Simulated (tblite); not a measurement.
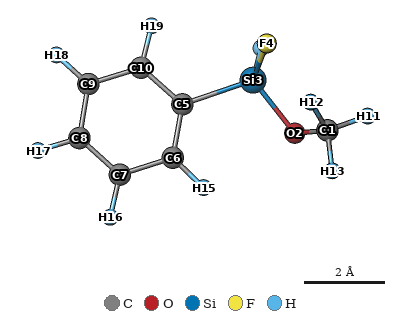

C₇H₉FOSi, before the relaxation. The picture is a ball-and-stick view, seen at a tilt.

Method: GFN2-xTB geometry optimisation, gas phase (tblite).

```xyz
19

C     3.2709    0.4409    0.5669
O     2.2890   -0.4960    0.8941
Si    1.3872   -0.8139   -0.5007
F     2.0183    0.1276   -1.7714
C    -0.3985   -0.3246   -0.2075
C    -0.7288    0.3495    0.9426
C    -2.0630    0.7069    1.1326
C    -2.9953    0.3800    0.1814
C    -2.6807   -0.3017   -0.9869
C    -1.3522   -0.6475   -1.1647
H     4.2479   -0.0908    0.4764
H     3.0355    0.9360   -0.3973
H     3.3647    1.2152    1.3779
H     1.4737   -2.2429   -0.8223
H    -0.0220    0.6276    1.7096
H    -2.3780    1.2394    2.0509
H    -4.0400    0.6451    0.3139
H    -3.4175   -0.5636   -1.7424
H    -1.0209   -1.1780   -2.0604
```

### Predict the outcome.

The atom that moves furthest after the best rigid fit is H12 (0.94 Å). Largest moves by element: H 0.94 Å, O 0.82 Å, F 0.44 Å, C 0.30 Å, Si 0.22 Å. Near-neighbour distances that change, for instance: Si3–F4 1.703 → 1.621 Å, O2–Si3 1.691 → 1.612 Å, C1–H13 1.125 → 1.090 Å, C7–H16 1.107 → 1.081 Å. Among the angles between lasting bonds that change: C1–O2–Si3 107.9° → 128.8°, F4–Si3–H14 110.7° → 102.0°, C5–Si3–H14 110.2° → 116.1°. Groups turn about O2–Si3 by about 55°, C1–O2 by about 35°. Over 113 geometry steps the energy falls by 17.9 kcal/mol. The run took 1.7 s on 1 thread of Arm Neoverse N1, on a shared host.

Step by step:

```tsv
step	E − E(0), kcal/mol
0	0.00
1	-5.05
2	-8.19
3	-9.86
4	-11.27
5	-12.26
6	-13.39
7	-14.07
8	-14.62
9	-14.96
10	-15.20
15	-16.02
21	-16.28
26	-16.42
32	-16.60
37	-16.90
43	-17.20
48	-17.35
53	-17.49
59	-17.63
64	-17.71
70	-17.81
75	-17.86
80	-17.89
86	-17.90
91	-17.91
97	-17.91
102	-17.92
108	-17.94
113	-17.94
```

Final geometry:

```xyz
19

C     3.5687    0.4084    0.6079
O     2.1841    0.2187    0.5151
Si    1.3491   -0.6096   -0.5868
F     1.7475   -0.0651   -2.0605
C    -0.4524   -0.2358   -0.2351
C    -0.8784    0.3879    0.9344
C    -2.2193    0.6458    1.1556
C    -3.1620    0.2792    0.2101
C    -2.7563   -0.3485   -0.9559
C    -1.4148   -0.6043   -1.1713
H     4.0697   -0.5365    0.8279
H     3.9680    0.8089   -0.3255
H     3.7563    1.1147    1.4167
H     1.7063   -2.0194   -0.6788
H    -0.1449    0.6763    1.6721
H    -2.5318    1.1344    2.0674
H    -4.2094    0.4830    0.3800
H    -3.4876   -0.6377   -1.6968
H    -1.1024   -1.0913   -2.0836
```

After the run, drawn alike:

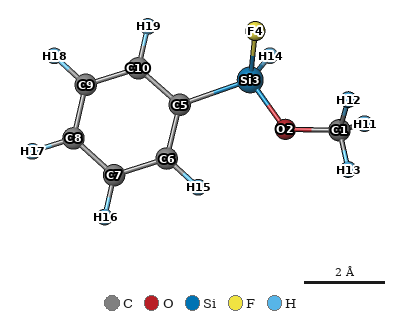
